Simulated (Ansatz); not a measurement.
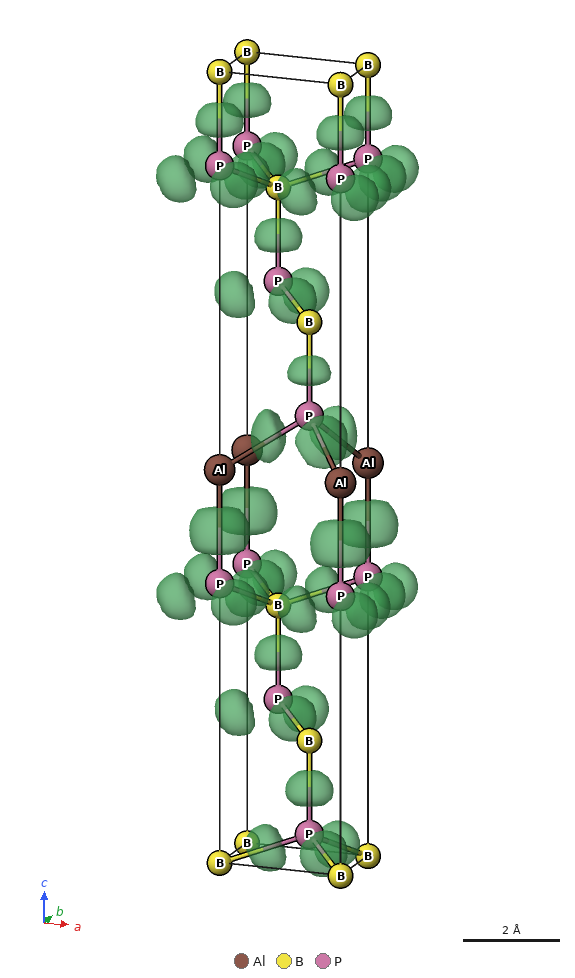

AlB5P6. Isosurface of the electron localisation function at 0.85 (green), seen slightly off an axis. Only the valence region is drawn (cores and ρ < 0.01 e/Å³ removed). Sticks mark near contacts.

Space group P3m1; a structure generated by program, which may or may not match a known phase.

All numbers below come from DFT PBE, scalar-relativistic, plane waves, PAW in Ansatz 0.2.0.

Question: Describe the localisation domains.

Answer: At this value the surface marks out four regions between bonded Al–P atoms and 20 regions between bonded B–P atoms, counted in one cell of 12 atoms. Any copies at cell faces, edges or corners count once.

Values along the shortest contacts:
B–P (1.97 Å): the ELF peaks at about 0.95 between the atoms. Al–P (2.24 Å): the ELF peaks at about 0.95 between the atoms.
